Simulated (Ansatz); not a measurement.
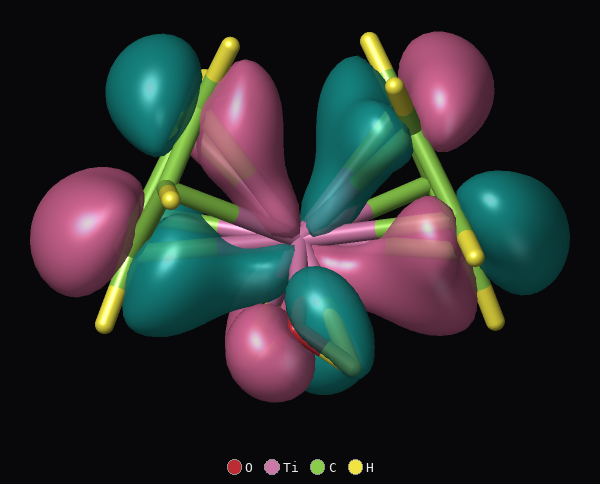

C$_{10}$H$_{12}$O$_{2}$Ti. One frontier orbital at ±0.08 Å⁻³ᐟ² (teal and pink are the two phases), seen across its widest extent.

Geometry: PBE0-D4/def2-TZVP.

The calculation used Ansatz 0.2.0, RKS PBE0-D4/def2-TZVPP.

The calculation's input:

```
crystal:
  periodic: [false, false, false]
  atoms:
    - {symbol: O, position_ang: [0.088935, -1.096678, -1.900585]}
    - {symbol: Ti, position_ang: [0.117955, -0.403200, -0.155012]}
    - {symbol: O, position_ang: [0.790589, -1.907827, 0.746373]}
    - {symbol: C, position_ang: [-1.464391, -0.704120, 1.640175]}
    - {symbol: C, position_ang: [-1.530146, 0.641165, 1.253847]}
    - {symbol: C, position_ang: [-2.009073, 0.691212, -0.077213]}
    - {symbol: C, position_ang: [-2.273238, -0.629085, -0.486753]}
    - {symbol: C, position_ang: [-1.921855, -1.492789, 0.560937]}
    - {symbol: C, position_ang: [1.410529, 1.340832, 0.853471]}
    - {symbol: C, position_ang: [0.784274, 1.905962, -0.283360]}
    - {symbol: C, position_ang: [1.301754, 1.273961, -1.421761]}
    - {symbol: C, position_ang: [2.264498, 0.330126, -0.999587]}
    - {symbol: C, position_ang: [2.341448, 0.387992, 0.399807]}
    - {symbol: H, position_ang: [-0.531478, -1.817551, -2.026152]}
    - {symbol: H, position_ang: [1.689550, -2.139852, 0.504670]}
    - {symbol: H, position_ang: [-1.069785, -1.082200, 2.569910]}
    - {symbol: H, position_ang: [-1.248429, 1.490005, 1.856861]}
    - {symbol: H, position_ang: [-2.163109, 1.579085, -0.670780]}
    - {symbol: H, position_ang: [-2.630543, -0.916969, -1.463581]}
    - {symbol: H, position_ang: [-1.932264, -2.571087, 0.534296]}
    - {symbol: H, position_ang: [1.225238, 1.601397, 1.884064]}
    - {symbol: H, position_ang: [0.028392, 2.675432, -0.271989]}
    - {symbol: H, position_ang: [0.976884, 1.425977, -2.438813]}
    - {symbol: H, position_ang: [2.793661, -0.354703, -1.643478]}
    - {symbol: H, position_ang: [2.960594, -0.227097, 1.034674]}
basis:
  gaussian: {orbitals: def2-TZVPP}
hamiltonian: {xc: pbe0, dispersion: d4}
output: {orbitals: {seedname: orbitals}}
```

Command:

```sh
ansatz run in.yaml --threads 11 --pin off --events-out ev --progress --plain --max-ram 174080MiB --backend cuda --devices 0, --max-vram 75GiB
```

Question: Which orbital is it: HOMO or LUMO?

Answer: The HOMO, at −6.38 eV. Its weight (Hirshfeld) is mainly on C12 (about 10 %), C8 (about 10 %), Ti2 (about 10 %), C5 (about 10 %), C10 (about 10 %), O1 (about 10 %) and O3 (about 10 %).
